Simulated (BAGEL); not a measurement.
# A workflow on singlet CH4ClGe+

We compute the energy (singlet CH4ClGe+, HF/def2-SV(P)), then a single-point energy (doublet CH4ClGe, NEVPT2(3,3)/def2-SV(P)), then a single-point energy (doublet CH4ClGe, CASPT2(3,3)/def2-SV(P)) of CH4ClGe. 

The calculation is run with BAGEL 1.2.2.

3 further runs of the same task are left out: 3 set aside as unsound or not needed.

### Step 1. The molecule

CH4ClGe+ has 7 atoms, charge +1, and is taken as a singlet. SMILES of the parent species: `[CH3][GeH][Cl]`. The C1–H6 distance was set to 2.073 Å, away from the relaxed value. That shape belongs to the parent species and isn't relaxed for this state. At this shape a bond of the SMILES string is far longer than usual.

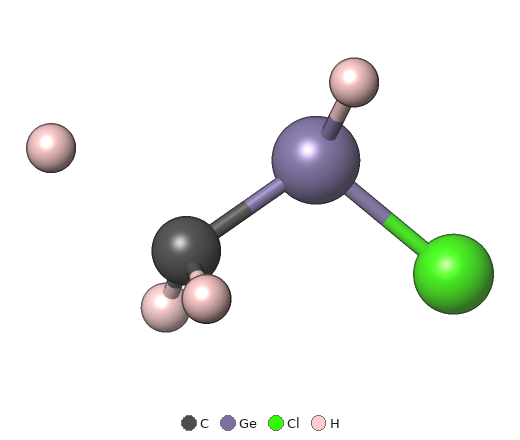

Viewed from a chosen angle; carbon dark grey, germanium purple, chlorine green, hydrogen pink.

### Step 2. A single-point energy at HF/def2-SV(P) (density fitting with svp-jkfit) (run 1)

Contents of input.json:

```json
{ "bagel": [

{
  "title": "molecule",
  "basis": "def2-sv_p_.json",
  "df_basis": "svp-jkfit",
  "angstrom": true,
  "geometry": [
    { "atom": "C", "xyz": [      -0.573985,       0.176508,       0.670741 ] },
    { "atom": "Ge", "xyz": [       0.864515,      -1.147392,       0.749541 ] },
    { "atom": "Cl", "xyz": [       1.176115,      -1.623592,       2.842141 ] },
    { "atom": "H", "xyz": [      -0.274285,       1.052608,       1.249941 ] },
    { "atom": "H", "xyz": [      -1.487085,      -0.240492,       1.093441 ] },
    { "atom": "H", "xyz": [      -0.909900,       0.729400,      -1.298200 ] },
    { "atom": "H", "xyz": [       2.220515,      -0.586392,       0.242541 ] }
  ]
},

{ "title": "hf", "charge": 1 },

{ "title": "print", "file": "orbitals.molden", "orbitals": true }

]}
```

The basis set def2-SV(P) is read from a file made from the Basis Set Exchange's data (not shown).

On the command line:

```console
$ BAGEL_NUM_THREADS=1 BAGEL input.json > input.out
```

What it wrote:

```text
* using 1 threads per process

  ===============================================================
  ===============================================================

  *** Geometry ***

[... 20 lines left out ...]
  === Nuclear Repulsion ===
   249.8712686954

      * DIIS with orbital gradients will be used.

  === RHF iteration (def2-sv_p_.json) ===
      0      -2574.04206308          0.01359908           0.07
      1      -2574.13171252          0.00850137           0.06
      2      -2574.16371093          0.00145918           0.06
[... 14 lines of this table left out ...]
     17      -2574.16569119          0.00000000           0.08
    * SCF iteration converged.

    * Permanent dipole moment:
           (    0.411614,    -0.158759,     1.634352) a.u.

    * METHOD: HF                                   1.33

    * METHOD: PRINT                                0.01

  ===============================================================
```

Run time: 1.9 s. Hardware: 1 thread of Intel Xeon 6975P-C (Granite Rapids), shared host; peak memory 0.14 GiB.

### Step 3. Doublet neutral CH4ClGe: a single-point energy at NEVPT2(3,3)/def2-SV(P) (density fitting with svp-jkfit) (run 2)

Contents of job.json:

```json
{ "bagel" : [

{
  "title" : "molecule",
  "basis" : "def2-sv_p_.json",
  "df_basis" : "svp-jkfit",
  "angstrom" : true,
  "geometry" : [
    { "atom" : "C", "xyz" : [      -0.573985,       0.176508,       0.670741 ] },
    { "atom" : "Ge", "xyz" : [       0.864515,      -1.147392,       0.749541 ] },
    { "atom" : "Cl", "xyz" : [       1.176115,      -1.623592,       2.842141 ] },
    { "atom" : "H", "xyz" : [      -0.274285,       1.052608,       1.249941 ] },
    { "atom" : "H", "xyz" : [      -1.487085,      -0.240492,       1.093441 ] },
    { "atom" : "H", "xyz" : [      -0.909900,       0.729400,      -1.298200 ] },
    { "atom" : "H", "xyz" : [       2.220515,      -0.586392,       0.242541 ] }
  ]
},

{
  "title" : "hf",
  "charge" : 1
},

{
  "title" : "casscf",
  "nstate" : 1,
  "nact" : 3,
  "nclosed" : 28,
  "nspin" : 1,
  "active" : [29, 30, 31],
  "maxiter" : 200,
  "natocc" : true
},

{
  "title" : "nevpt2",
  "nstate" : 1,
  "nact" : 3,
  "nclosed" : 28,
  "nspin" : 1,
  "active" : [29, 30, 31],
  "maxiter" : 200,
  "natocc" : true,
  "ncore" : 15
},

{
  "title" : "print",
  "file" : "orbitals.molden",
  "orbitals" : true
}

]}
```

The basis set def2-SV(P) is read from a file made from the Basis Set Exchange's data (not shown).

On the command line:

```console
$ BAGEL_NUM_THREADS=1 BAGEL job.json > job.out
```

What it wrote:

```text
* using 1 threads per process

  ===============================================================
  ===============================================================

  *** Geometry ***

[... 31 lines left out ...]
    * SCF iteration converged.
[... 1 line left out ...]
    * Permanent dipole moment:
[... 28 lines left out ...]
    * Second-order optimization converged. *
[... 11 lines left out ...]
     * ci vector, state   0, <S^2> = 0.7500
[... 3 lines left out ...]
    * METHOD: CASSCF                               2.84

    * freezing 15 orbitals

  === DF-NEVPT2 calculation ===

    * 3-index integral transformation done
    * assembly done

      NEVPT2 correlation energy:   -0.4398536046      0.09

          (+0)     -0.3656404948
          (+0)'    -0.0147981121
          (+1)     -0.0154139193
          (+1)'    -0.0003034562
          (+2)     -0.0003414611
          (-1)     -0.0412998863
          (-1)'    -0.0003864984
          (-2)     -0.0016697763

      NEVPT2 total energy:       -2574.9700558690

    * METHOD: NEVPT2                               0.20

    * METHOD: PRINT                                0.01

  ===============================================================
```

Run time: 5.1 s. Hardware: 1 thread of Intel Xeon 6975P-C (Granite Rapids), shared host; peak memory 0.14 GiB.

### Step 4. Doublet neutral CH4ClGe: the energy at CASPT2(3,3)/def2-SV(P) (density fitting with svp-jkfit) (run 3)

Edit input.json of step 2 so:

```diff
@@ -20,3 +20,7 @@
 
-{ "title": "print", "file": "orbitals.molden", "orbitals": true }
+{ "title": "casscf", "nstate": 1, "nact": 3, "nclosed": 28, "nspin": 1, "active": [29, 30, 31], "maxiter": 200, "natocc": true },
+
+{ "title": "print", "file": "orbitals.molden", "orbitals": true },
+
+{ "title": "smith", "method": "caspt2", "ms": true, "xms": true, "sssr": true, "shift": 0.2, "shift_imag": true, "ncore": 15 }
```

The basis set def2-SV(P) is read from a file made from the Basis Set Exchange's data (not shown).

On the command line:

```console
$ BAGEL_NUM_THREADS=1 BAGEL input.json > input.out
```

What it wrote:

```text
* using 1 threads per process

  ===============================================================
  ===============================================================

  *** Geometry ***

[... 33 lines left out ...]
    * Permanent dipole moment:
[... 40 lines left out ...]
     * ci vector, state   0, <S^2> = 0.7500
[... 21 lines left out ...]
       #      aibj      arbs      arbi      airj      risj      airs      arst      rist         Etot      error   time
[... 8 lines left out ...]
      ------------------------------------------------------------------------------------------------------------------

    * CASPT2 energy : state  0    -2574.9770655547
        w/o shift correction      -2574.9745111347
        reference weight              0.8727743624

    * METHOD: SMITH                                0.44

  ===============================================================
```

Wall time 5.4 s (1 thread of Intel Xeon 6975P-C (Granite Rapids), shared host); peak memory 0.14 GiB.

### Step 5. Outcome

```
                                    quantity           value
          run 1, HF/def2-SV(P): total energy  -2574.16569 Eh
           run 1, HF/def2-SV(P): HOMO energy       -15.66 eV
           run 1, HF/def2-SV(P): LUMO energy        -7.36 eV
         run 1, HF/def2-SV(P): HOMO–LUMO gap         8.30 eV
doublet neutral CH4ClGe, run 2: total energy  -2574.97006 Eh
doublet neutral CH4ClGe, run 3: total energy  -2574.97707 Eh
```
